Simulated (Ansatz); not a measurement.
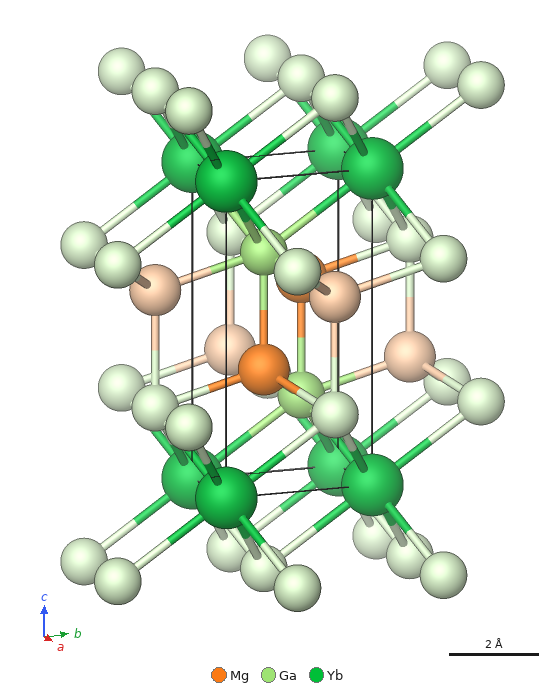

Ball-and-stick representation of a periodic structure, projected slightly off an axis. The frame is the simulation cell; atoms at its boundary are shown with their periodic copies. Atoms of adjacent cells appear where they bond to atoms in the box, in fainter colours.

```
CELL_PARAMETERS angstrom
4.30791 0.00000 0.00000
-2.15396 3.73076 0.00000
0.00000 0.00000 7.17680
ATOMIC_POSITIONS crystal
Mg 0.33330 0.66670 0.62860
Mg 0.66670 0.33330 0.37140
Ga 0.33330 0.66670 0.25710
Ga 0.66670 0.33330 0.74290
Yb 0.00000 0.00000 0.00000
```

The calculation used DFT, PAW plane waves, HSE06 (Ansatz), with a plane-wave cutoff of 420 eV, a 3×3×2 mesh of k-points, Gaussian smearing of 0.013 eV, no spin polarisation (a spin-restricted run, not always the ground state).

### What are the atomic charges by Bader's partition?

Yb +1.25 e; Mg +1.38 e; Ga -2.00 e.

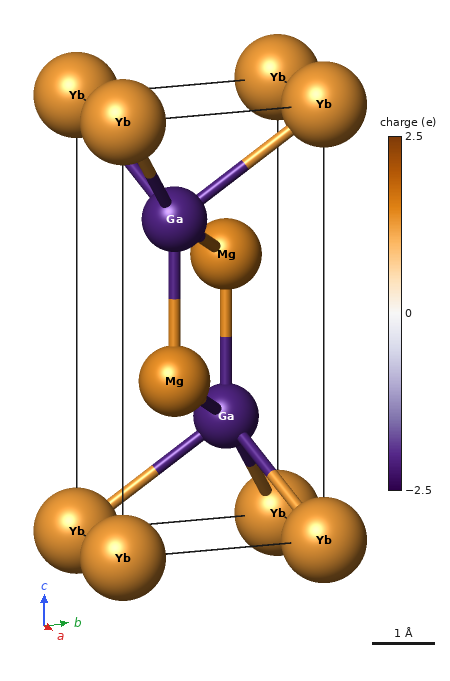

The atoms coloured by those charges.

Origin: a generated cell, made by putting these elements into a known structure type (the compound may or may not exist in this form); unrelaxed. It was run through Ansatz as a DFT input.

At this level of theory the cell isn't at rest (compressed, at 6 GPa), so its distances can differ from those at equilibrium, the more so the softer the solid.
